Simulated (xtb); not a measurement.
# Geometry relaxation, with input and output: B₂SiH₆O₂ (part 4 of 4)

B₂SiH₆O₂; GFN1-xTB (xtb 6.7.1). 

Geometry of the input (Å):
```
B  -1.6439  1.9487  1.1238
O  -1.2479  0.7245  0.6180
B  -0.7147  -0.3754  0.2427
O  0.5010  -0.4374  -0.2949
Si 1.7497  -1.0841  -1.0753
H  -1.3137  2.3563  2.1491
H  -2.2852  2.5017  0.2832
H  -1.2328  -1.3651  0.3928
H  2.9460  -0.5566  -0.3774
H  1.6557  -0.8388  -2.4762
H  1.6335  -2.6813  -0.8638
```

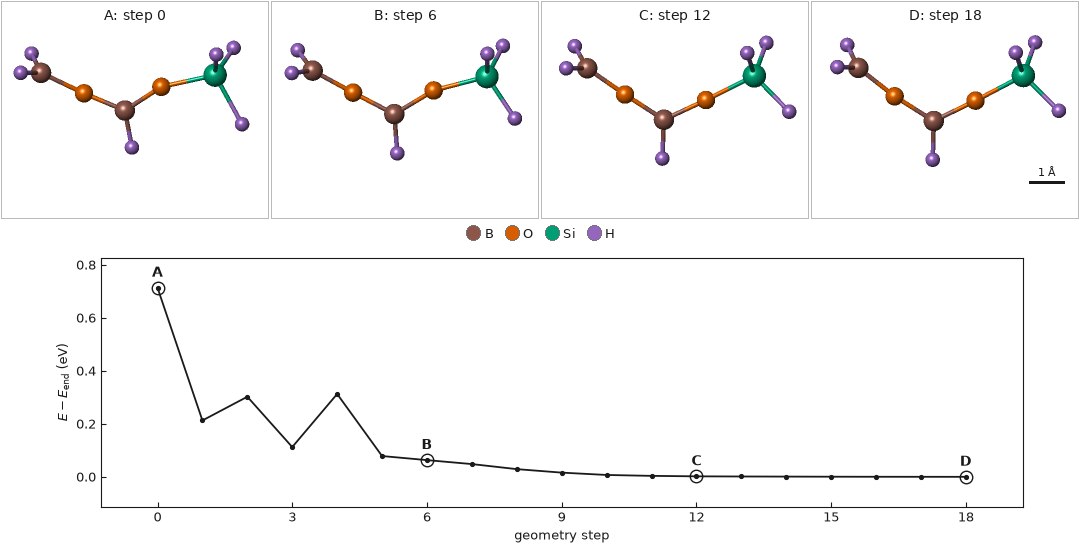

Fig. 1: Frames of the relaxation (ball-and-stick view, seen at a tilt) above the curves, on which the letters mark them (steps are counted from 0).

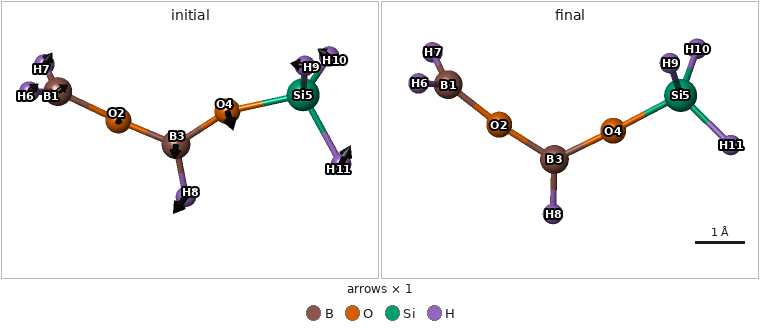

Fig. 2: Before (left) and after (right) the relaxation, at one scale (ball-and-stick view, seen at a tilt). The black arrows give the displacements, at true length. Over 18 geometry steps the energy falls by 0.713 eV. H8 moves most after the best rigid fit: 0.47 Å. Largest moves by element: H 0.47 Å, O 0.45 Å, B 0.31 Å, Si 0.05 Å. Among the contacts that change: Si5–H11 1.615 → 1.449 Å, O2–B3 1.279 → 1.339 Å, B3–H8 1.127 → 1.182 Å, B3–O4 1.331 → 1.385 Å. Among the angles that change: B3–O4–Si5 157.5° → 178.1°, O2–B1–H7 107.9° → 119.1°, H6–B1–H7 128.1° → 121.8°. (Atoms are counted from 1 in the order of the input.)

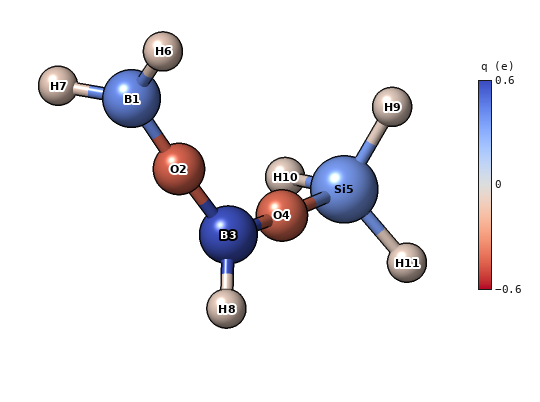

Fig. 3: Mulliken charges, as the colour of each atom (ball-and-stick view, seen at a tilt; atoms are numbered from 1 in the order of the input). By element: B +0.40 to +0.58, O −0.43 to −0.41, Si +0.36 and H −0.09 to −0.07 e.

### Summary

- outcome: converged
- electrons treated: 28
- total energy: −17.483821 hartree
- dispersion energy: −0.002929 hartree
- basis functions: 38
- HOMO: −11.97 eV
- LUMO: −6.30 eV
- dipole moment: 0.68 D
- hardware: 1 thread of Intel Xeon @ 2.50GHz (Skylake/Cascade Lake), 189 GiB of memory available, shared host
- peak memory: 0.073 GiB
